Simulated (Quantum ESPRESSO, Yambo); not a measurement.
# MoS2 (P6_3/mmc): Bethe-Salpeter spectra with Yambo, part 3 of 3

Wanted: excitons and ε₂ of MoS2 (P6_3/mmc), with cost.

Quantum ESPRESSO 7.5 and Yambo 5.3.0; PBE and many-body steps on it, plane waves. Known limits of the many-body steps: not at the basis limit; no spin-orbit coupling in some runs; coarse k mesh; bindings not settled in the k mesh.

So far. Step 8 (Empty states on the mesh, 6×6×2 mesh, 102 bands): On this mesh the gap is 0.883 eV. Step 10 (k mesh (6×6×2)): The lowest state lies at 1.969 eV, 0.303 eV under the direct gap.

The database entry behind the starting cell differs from later determinations by our own check (about 0.3 % long), so it need not match the best structure at ambient conditions.

## Step 11: Empty states on the mesh, 9×9×2 mesh, 102 bands

This step: Quantum ESPRESSO 7.5; DFT, PBE with spin-orbit coupling, plane waves, norm-conserving pseudopotentials.

pw.in

```
&control
  calculation = 'nscf'
  prefix = 'x'
  outdir = 'o'
  pseudo_dir = 'pseudo'
/
&system
  ibrav = 0
  nat = 6
  ntyp = 2
  ecutwfc = 72.0
  nbnd = 102
  force_symmorphic = .true.
  noncolin = .true.
  lspinorb = .true.
/
&electrons
  conv_thr = 1e-9
  electron_maxstep = 80
  diago_full_acc = .true.
  diago_thr_init = 5e-6
/
ATOMIC_SPECIES
  Mo 95.95 Mo.upf
  S 32.06 S.upf
CELL_PARAMETERS angstrom
  3.1690000000 -0.0000000000 0.0000000000
  -1.5845000000 2.7444345046 0.0000000000
  0.0000000000 0.0000000000 12.3240000000
ATOMIC_POSITIONS crystal
  Mo 0.3333333333 0.6666666667 0.2500000000
  Mo 0.6666666667 0.3333333333 0.7500000000
  S 0.3333333333 0.6666666667 0.6230000000
  S 0.6666666667 0.3333333333 0.1230000000
  S 0.3333333333 0.6666666667 0.8770000000
  S 0.6666666667 0.3333333333 0.3770000000
K_POINTS automatic
  9 9 2 0 0 0
```

Run with:

```sh
> OMP_NUM_THREADS=1 mpirun -n 8 pw.x -nk 4 -in pw.in > pw.out
```

The log of the run:

```text
[banner, memory and clock lines left out]
Program PWSCF v.7.5 starts

     Atomic positions and unit cell read from directory:
     o/x.save/

     Message from routine setup:
     using ibrav=0 with symmetry is DISCOURAGED, use correct ibrav instead

     bravais-lattice index     =            0
     lattice parameter (alat)  =       5.9885  a.u.
     unit-cell volume          =     723.3082 (a.u.)^3
     number of atoms/cell      =            6
     number of atomic types    =            2
     number of electrons       =        52.00
[...]
k = 0.0000 0.0000-0.1286 (  7394 PWs)   bands (ev):

[...]
23.2520  23.2520  23.2521  23.2521  26.1981  26.1991

          k = 0.0000 0.1283 0.0000 (  7430 PWs)   bands (ev):

[...]
20.9221  20.9221  21.2215  21.2215  21.4528  21.4528  21.6101  21.6101
    21.8669  21.8669  22.2648  22.2648  22.3797  22.3797  22.6811  22.6811
    23.5578  23.5578  23.7949  23.7949  25.1561  25.1562

          k = 0.0000 0.1283-0.1286 (  7416 PWs)   bands (ev):

     [... further k-points ...]

     highest occupied, lowest unoccupied level (ev):    11.0005   11.9586

     XML data file, pseudopotentials, collected wavefunctions
```

The job ended after 55 s (8 MPI ranks of Arm Neoverse V2, shared host; peak memory 1.1 GiB; 7.3 min of CPU time).

Numbers from this step:

| Quantity | Value |
| --- | --- |
| gap | 0.9581 eV |
| k of the valence top | 0, 0, 0 |
| k of the conduction bottom | 0.1111, 0.2222, 0 |
| least direct gap | 1.622 eV |
| k points computed | 24 |
| lowest point of the top converged band, above the valence top | 12.91 eV |

On this mesh the gap is 0.958 eV.

## Step 12: Conversion and set-up

This step: Yambo 5.3.0; conversion and set-up on PBE with spin-orbit coupling, plane waves, norm-conserving pseudopotentials.

Run with:

```sh
> (cd o/x.save; p2y > p2y.log; mv SAVE ../..); yambo > setup.log
```

The log of the run:

```text
 Yambo, version 5.3.0

 [02] CORE Variables Setup
 =========================

  [02.01] Unit cells
  ==================

  Cell kind             :  HCP
  Atoms in the cell     :  Mo  S
  number of Mo atoms    :  2
  number of S  atoms    :   4

  List of atomic masses
  Mass of Mo    :  95.95000
  Mass of S     :  32.06000

  List of atomic coordinates    : [cc]
  Mo1       : -0.29943E-09   3.4575       5.8222      order 1
  Mo2       :   2.99427   1.72874  17.46674  order 2
  S1       : -0.29943E-09   3.4575       14.509      order 3
[...]
Q [ 1]         [rlu]:  0.000000  0.000000  0.000000
 Q [ 2]         [rlu]:  0.000000  0.000000 -0.500000
 Q [ 3]         [rlu]: -0.26548E-17  0.11111       0.0000
[...]
Q [ 8]         [rlu]: -0.79644E-17  0.33333     -0.50000
 Q [ 9]         [rlu]: -0.10619E-16  0.44444       0.0000
 Q [10]         [rlu]: -0.10619E-16  0.44444     -0.50000
     [... 12 further rows ...]
 Q [23]         [rlu]:  0.333333  0.333333  0.000000
 Q [24]         [rlu]:  0.333333  0.333333 -0.500000

  [03.01] X indexes
  =================

   [03.01.01] Sigma indexes
   ========================

 [06] Game Over & Game summary
```

It took 4.5 s on 1 MPI rank; peak memory 0.26 GiB.

## Step 13: k mesh (9×9×2)

This step: Bethe-Salpeter equation on PBE with a scissors shift with spin-orbit coupling, plane waves, norm-conserving pseudopotentials.

bse7.in

```
optics
bss
bse
em1s
dipoles
rim_cut
RandQpts= 1000000
RandGvec= 1 RL
Chimod= "HARTREE"
BSKmod= "SEX"
BSEmod= "resonant"
BSSmod= "d"
BSENGexx= 20 Ry
BSENGBlk= 4 Ry
% BSEQptR
 1 | 1 |
%
% BSEBands
 49 | 56 |
%
% BEnRange
 0 | 4 | eV
%
% BDmRange
 0.1 | 0.1 | eV
%
BEnSteps= 81
% BLongDir
 1 | 0 | 0 |
%
% BndsRnXs
 17 | 102 |
%
NGsBlkXs= 4 Ry
% LongDrXs
 1 | 1 | 1 |
%
% KfnQP_E
 0.65 | 1.0 | 1.0 |
%
WRbsWF
FFTGvecs= 32 Ry
```

Run with:

```sh
> OMP_NUM_THREADS=4 mpirun -n 2 yambo -F bse7.in -J bse7 -C bse7 > bse7.log
```

The log of the run:

```text
 Yambo, version 5.3.0

 [02] CORE Variables Setup
 =========================

  [... cell, symmetries and grids as in the set-up ...]

  [02.05] Energies & Occupations
  ==============================

  [X] === General ===
  [X] Electronic Temperature                        :  0.000000  0.000000 [eV K]
  [X] Bosonic    Temperature                        :  0.000000  0.000000 [eV K]
  [X] Finite Temperature mode                       : no
  [X] El. density                                   :  0.48515E+24 [cm-3]
  [X] Fermi Level                                   :  11.00054 [eV]

  [X] === Gaps and Widths ===
  [X] Conduction Band Min                           :  0.958111 [eV]
  [X] Valence Band Max                              :  0.000000 [eV]
  [X] Filled Bands                                  :   52
  [X] Empty Bands                                   :   53  102
  [X] Direct Gap                                    :  1.621715 [eV]
  [X] Direct Gap localized at k                     :  23
  [X] Indirect Gap                                  :  0.958111 [eV]
  [X] Indirect Gap between kpts                     :   1  13
  [X] Last valence band width                       :  1.612401 [eV]
  [X] 1st conduction band width                     :  1.102419 [eV]

 [03] Transferred momenta grid and indexing
 ==========================================

 [BZ sampling] Q-grid is User defined and/or read from the database

 IBZ Q-points                                      :  24
 BZ  Q-points                                      :  162

 K/Q-points units:
 rlu = crystal or reduced units; cc = cartesian coordinates; iku = interal k-units

 Q [ 1]         [rlu]:  0.000000  0.000000  0.000000
 Q [ 2]         [rlu]:  0.000000  0.000000 -0.500000
[...]
X matrix size                                    :   93
  X band range                                     :   17  102
  X e/h energy range                               : -1.000000 -1.000000 [eV]
  X Time ordering                                  : T
  X Hxc Kernel                                     : HARTREE
  X Drude frequency                                :  0.000000  0.000000
  X poles                                          :  100.0000 [o/o]
  RL vectors in the sum                            :  2275
  [r,Vnl] included                                 : yes
  Field direction                                  :  0.577350E-5  0.577350E-5  0.577350E-5
  BZ energy Double Grid                            : no
  BZ energy DbGd points                            : 0
  BZ Q point size factor                           : -1.000000
  X Optical Averaged directions                    : none

 [08] Bethe Salpeter Equation driver
 ===================================

  [08.01] Bethe Salpeter Equation @q1
  ===================================

   [08.01.01] Transition pre-analysis @q1
   ======================================

   [08.01.02] Transition Groups build-up @q1
   =========================================

   [BSK] Transition groups (total):   48
   [BSK] Size (resonant):  2592
   [BSK]         (total):  2592
   [BSK] N. of matrices :  1

   [08.01.03] Loading Dipoles @q1
   ==============================

   [08.01.04] Independent Particles properties @q1
   ===============================================

   ==========================================================

   [BSE] Exchange components :  1107
   [BSE] Correlation components :    93   809

    [08.01.05.01] Screened interaction header I/O
    =============================================

    [08.01.05.02] Main kernel loop
    ==============================

    [08.01.05.03] Wave-Function Phases
    ==================================

    [BSE] WF phases found       :  56.59722 [o/o]

   [08.01.06] BSE solver(s) @q1
   ============================

   [08.01.07] Diago Solver @q1
   ===========================

 [11] Game Over & Game summary
```

Run time: 3.1 min. Hardware: 2 MPI ranks; peak memory 1.2 GiB; 17 min of CPU time.

Numbers from this step:

```
transitions in the window                                      : 2592
direct gap of the transition levels                            : 2.272 eV
lowest state                                                   : 2.088 eV
first strong exciton (over a fiftieth of the strongest listed) : 2.097 eV
binding of the lowest state below the direct gap               : 0.1840 eV
Coulomb term of one mesh cell                                  : 0.1305 eV
```

The binding is 1.4 times the screened Coulomb term of one mesh cell (0.13 eV), so it is not shown settled.

The lowest state lies at 2.088 eV, 0.184 eV under the direct gap.

The window of bands is narrower than in the first exciton run, so this row is not like for like with it.

## Step 14: Spectrum in a wider window

bse8.in

```
optics
bss
bse
em1s
dipoles
rim_cut
RandQpts= 1000000
RandGvec= 1 RL
Chimod= "HARTREE"
BSKmod= "SEX"
BSEmod= "resonant"
BSSmod= "h"
BSENGexx= 20 Ry
BSENGBlk= 4 Ry
% BSEQptR
 1 | 1 |
%
% BSEBands
 45 | 64 |
%
% BEnRange
 0 | 7 | eV
%
% BDmRange
 0.1 | 0.1 | eV
%
BEnSteps= 141
% BLongDir
 1 | 0 | 0 |
%
% BndsRnXs
 17 | 102 |
%
NGsBlkXs= 4 Ry
% LongDrXs
 1 | 1 | 1 |
%
% KfnQP_E
 0.65 | 1.0 | 1.0 |
%
BSHayTrs= -0.02
FFTGvecs= 32 Ry
```

Run with:

```sh
> OMP_NUM_THREADS=4 mpirun -n 2 yambo -F bse8.in -J bse8,bse7_W -C bse8 > bse8.log
```

The log of the run:

```text
 Yambo, version 5.3.0

 [02] CORE Variables Setup
 =========================

  [... cell, symmetries and grids as in the set-up ...]

  [02.05] Energies & Occupations
  ==============================

  [X] === General ===
  [X] Electronic Temperature                        :  0.000000  0.000000 [eV K]
  [X] Bosonic    Temperature                        :  0.000000  0.000000 [eV K]
  [X] Finite Temperature mode                       : no
  [X] El. density                                   :  0.48515E+24 [cm-3]
[...]
[07] Static Dielectric Matrix
 =============================

    [08.01.05.02] Main kernel loop
    ==============================

    [08.01.05.03] Wave-Function Phases
    ==================================

    [BSE] WF phases found       :  57.43056 [o/o]

   [08.01.06] BSE solver(s) @q1
   ============================

   [08.01.07] Haydock Solver in the optics basis @q1 using the hermitian scheme
   ============================================================================

   Accuracy (requested)      : -0.020000 [o/o]
   Accuracy (reached)        :  0.013859 [o/o]
   Iterations                :   56

 [11] Game Over & Game summary
```

Wall time 3.7 min (2 MPI ranks); peak memory 3 GiB; 28 min of CPU time.

This step gave:

* transitions in the window: 15552
* direct gap of the transition levels: 2.272 eV

## Step 15: The runs together

Times are wall times on 2 MPI ranks of Arm Neoverse V2, shared host, good to a factor of about two.

```csv
run,mesh,transitions,broadening (eV),direct gap (eV),lowest state (eV),binding (eV),mesh cell's term (eV),tallest peak (eV),height,time
excitons,3×3×1,432,0.1,2.272,1.679,0.592,0.287,1.90,55.4,6.1 s
k mesh (6×6×2),6×6×2,2304,0.1,2.272,1.969,0.303,0.168,3.10,25.7,75 s
k mesh (9×9×2),9×9×2,2592,0.1,2.272,2.088,0.184,0.130,3.05,19.2,3.1 min
spectrum in a wider window,9×9×2,15552,0.1,2.272,-,-,-,2.95,29.3,3.7 min
```

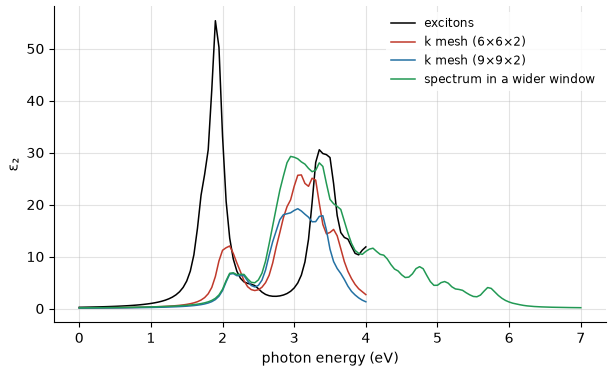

The spectra of the runs.

## Step 16: Outcome

| Property | Result |
| --- | --- |
| excitons | lowest state 1.679 eV |
| k mesh (6×6×2) | lowest state 1.969 eV (not settled in the k mesh) |
| k mesh (9×9×2) | lowest state 2.088 eV (not settled in the k mesh) |
| spectrum in a wider window | tallest peak 3.0 eV |

On the 3×3×1 mesh the lowest exciton lies at 1.679 eV, 0.592 eV below the direct gap; one cell of the mesh carries a screened Coulomb term of 0.29 eV by a cubic estimate, rough for this lattice, so this binding is not shown settled. That state is dark or weak; the first strong one lies at 1.716 eV. Bindings below are those of the lowest state. k mesh (6×6×2), against «excitons (3×3×1)»: the lowest state moves by +0.289 eV (keys changed: BSEBands, the mesh and the band window). k mesh (9×9×2), against «k mesh (6×6×2)»: the lowest state moves by +0.119 eV (keys changed: BSEBands, the mesh and the band window). Spectrum in a wider window, against «k mesh (9×9×2)»: the tallest peak goes from 3.05 eV to 2.95 eV (keys changed: BSEBands, BSSmod, BEnSteps, BSHayTrs, BEnRange and the band window). Lines within a few meV of each other can be one level split by numerical noise, or distinct levels. Screening is static and electronic alone, and only transitions inside the band window count. The 3×3×1 mesh is coarse for this cell, which bears on the long-range parts of exchange and screening.

[Paths, hosts, dates, memory and timing lines, banners, echoed tables and standing remarks are left out of the program output.]

[Logs are printed without paths, hosts, clocks, repeated set-up lines and the standing remarks that a program may print on its own settings, such as how far it seeks lower states.]

[Runs of the session that timed out or met a known fault of the program may be left out.]

[Hosts, paths, dates, database ids (printed as entryN), source tags and the programs' standing remarks are cut or masked in the printed files.]
